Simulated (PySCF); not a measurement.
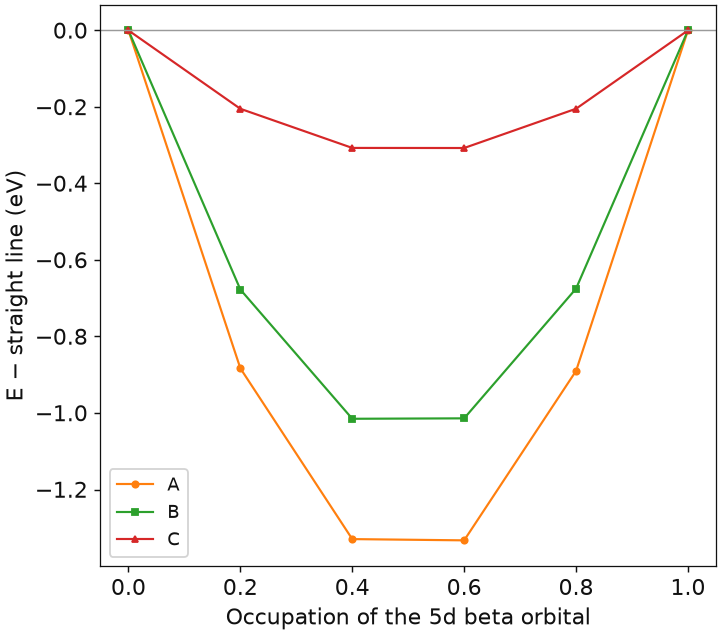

One 5d beta orbital of Pt²⁺ ([Xe] 4f¹⁴ 5d⁸) is emptied in steps. The plot gives the energy less the straight line between the integer ends. PySCF, aug-cc-pVDZ-PP with a 60-electron core potential, unrestricted single determinants, no spin-orbit coupling. The curves are LC-wPBE, PBE0 and r2SCAN in some order.

### Which curve is which method, and what does its shape mean?

A is r2SCAN: convex (delocalisation error), largest departure −1.3 eV, removal energy 31.12 eV; B is PBE0: convex (delocalisation error), largest departure −1.0 eV, removal energy 31.22 eV; C is LC-wPBE: convex (delocalisation error), largest departure −0.31 eV, removal energy 31.10 eV. The NIST theoretical removal energy is 29.00 eV. The exact energy is a straight line between whole electron numbers.
